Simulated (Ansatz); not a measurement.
# Calculations on SiH5O2Cl

**1. Relaxation**

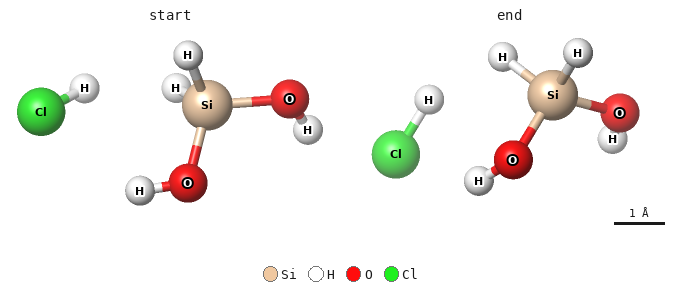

The structure of SiH5O2Cl before (left) and after (right) a relaxation, at one scale.

A ball-and-stick model, seen at a tilt.

The run prepares an end point of a later path (reaction) calculation, from a guessed geometry.

Computed with Ansatz 0.2.0, RKS PBE-D4/6-31G*. Settings: no spin polarisation; force threshold 0.03 eV/Å; at most 50 steps.

**Describe what moved and what it gained.**

The Cl atom moves most after the best rigid fit: 1.55 Å. Largest moves by element: Cl 1.55 Å, H 1.10 Å, O 0.84 Å, Si 0.44 Å. Some distances before and after: H–Si 1.482 → 1.525 Å, Cl–H 1.342 → 1.311 Å, O–Si 1.663 → 1.668 Å. Bond angles that change, for instance: O–Si–O 108.8° → 116.2°, H–Si–O 113.1° → 107.5°, Si–O–H 112.4° → 116.4°. Groups turn about O–Si by about 90°. The energy falls by 14.1 kJ/mol in 22 accepted moves (28 points after the start). Largest force component: 0.9 eV/Å at the start, 0.02 eV/Å at the end. The line search rejected the trial steps at points 3, 14, 19, 22, 24, 27 of the run. The forces were under the threshold at step 21, but the run went on from there. Cost: 72 s on 1 thread of Arm Neoverse V1, with other jobs on the host, peak memory 0.13 GiB.

**2. Relaxation**

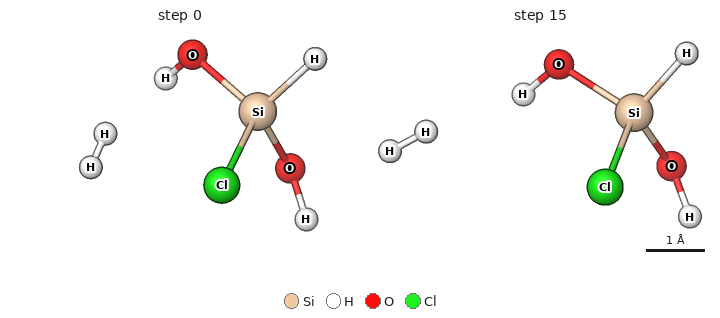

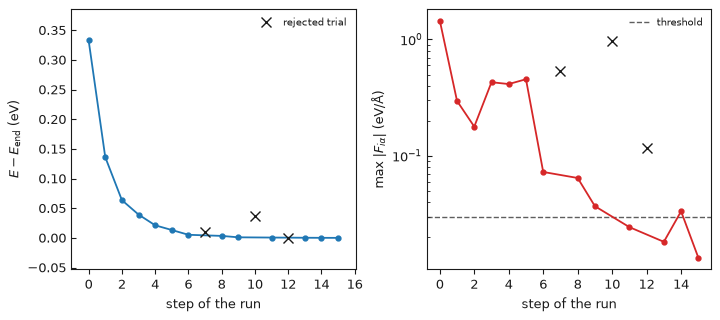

First and last geometry of a relaxation of SiH$_{5}$O$_{2}$Cl, with the history of the run. Style: ball-and-stick. Shown at a tilt.

The run prepares an end point of a later path (reaction) calculation, from a guessed geometry.

All numbers below come from Ansatz, RKS PBE-D4/6-31G*. Set-up: no spin polarisation; force threshold 0.03 eV/Å; at most 50 steps.

> Did the run converge, and what did it change?

It converged. Over 12 accepted moves (15 points after the start) the energy falls by 0.333 eV. Largest force component: 1.5 eV/Å at the start, 0.013 eV/Å at the end. The line search rejected the trial steps at points 7, 10, 12 of the run. The forces were under the threshold at step 11, but the run went on from there. The largest move after the best rigid fit is that of an H atom, 1.13 Å. Largest moves by element: H 1.13 Å, Cl 0.41 Å, O 0.37 Å, Si 0.29 Å. Near-neighbour distances that change, for instance: H–H 0.709 → 0.752 Å, Cl–Si 2.117 → 2.091 Å, H–Si 1.490 → 1.484 Å. Among the angles between lasting bonds that change: O–Si–Cl 118.0° → 112.5°, O–Si–O 106.4° → 109.8°, H–Si–Cl 105.3° → 107.4°.

**3. Path**

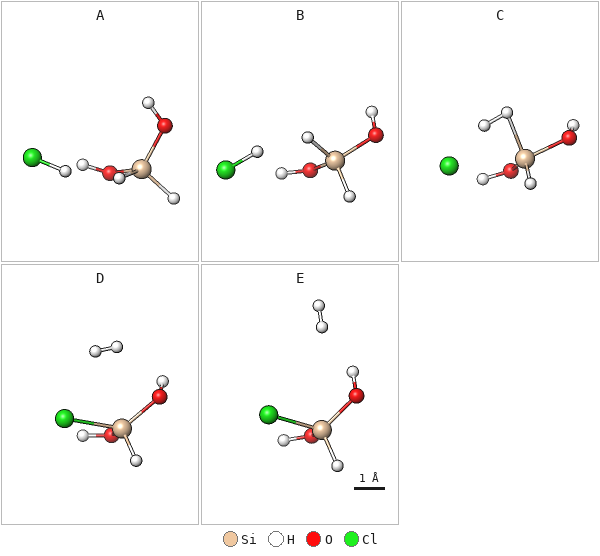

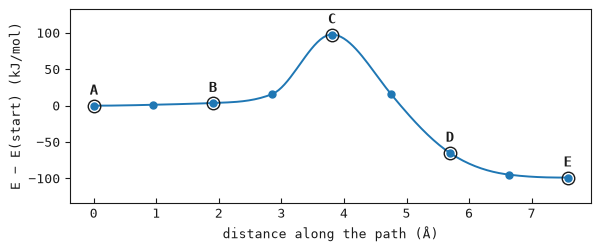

A search for the minimum-energy path of SiH5O2Cl by the nudged elastic band. Images are numbered from 0 (start) to 8 (end). Frames A to E are images 0, 2, 4, 6, 8. Style: ball-and-stick. Shown at a tilt.

Method: RKS PBE-D4/6-31G* in Ansatz 0.2.0. Settings: 7 movable images; climbing image; force threshold 0.05 eV/Å; iteration limit 60; starting path through a guess of the saddle point.

Q: Read off the barrier and say what moves.

A: The highest point, image 4, lies 97.8 kJ/mol above the start and 196.6 kJ/mol above the end; the end is at −98.8 kJ/mol relative to the start. Breaking: Cl–H (1.31 → 4.05 Å), H–Si (1.53 → 3.65 Å). Forming: H–H (1.83 → 0.75 Å), Cl–Si (3.80 → 2.09 Å). The band converged in 24 iterations, with a climbing image at the top. At the top, the vibrational analysis gives one imaginary mode (603i cm⁻¹), as a transition state must have.

Cost: 6.7 min on 1 thread of Arm Neoverse V1 (shared host), peak memory 0.12 GiB.
